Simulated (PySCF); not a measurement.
Consider C3H9O2Si2 (SMILES C=C(C)O[SiH-]O[SiH3]) (charge −1).

The calculation's input:

```
{"job": {"kind": "nmr", "xc": "PBE0", "basis": "pcSseg-1"}, "charge": -1, "multiplicity": 1}
C     -2.034713    -1.387149    -0.234659
C     -1.411139    -0.365892     0.360417
C     -2.184656     0.792202     0.957857
O     -0.116189    -0.249177     0.498122
Si     1.033591    -1.486871     0.119512
O      2.464444    -0.581109     0.492053
Si     3.033783     0.872962     0.346302
H     -3.108964    -1.426388    -0.300823
H     -1.471932    -2.212963    -0.627063
H     -2.076067     0.782319     2.043295
H     -3.241144     0.730470     0.705013
H     -1.779904     1.736002     0.592872
H      1.059056    -1.271420    -1.372600
H      2.105234     1.971265     0.671300
H      3.548230     1.151472    -1.015272
H      4.172772     0.953221     1.287230
```

Launched as:

```sh
OMP_NUM_THREADS=1 python probes_run.py task.json out
```

Geometry: GFN2-xTB.

All numbers below come from PBE0/pcSseg-1, SCF density, gas phase, non-relativistic in PySCF 2.14.0.

Question: Predict the electron density and electron localisation function between the atoms.

Answer: C–O (1.31 Å): ρ is about 2.6 e/Å³ halfway; the ELF peaks at about 0.85 between the atoms; a shared but strongly polarised pair.
C–C (1.34 Å): ρ at the midpoint is about 2.3 e/Å³; the ELF peaks at about 0.95 between the atoms: a multiple bond.
C–H (1.07 Å): ρ is about 2 e/Å³ halfway; the ELF climbs to about 1 towards the hydrogen, as it does in any bond to H; an ordinary covalent bond to hydrogen.
C–C (1.52 Å): the density is about 1.7 e/Å³ at the midpoint; the ELF peaks at about 0.95 between the atoms: localised, covalent bonding.

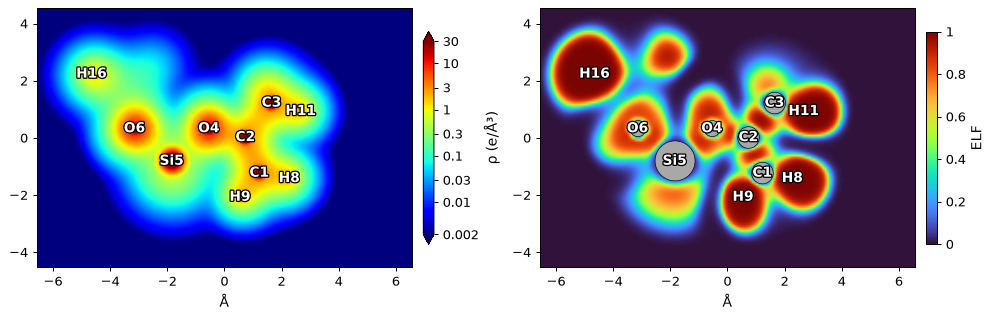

Computed electron density and electron localisation function on the plane of atoms C2, C1 and H9, in this order. Grey discs cover the atomic cores in the ELF map. 
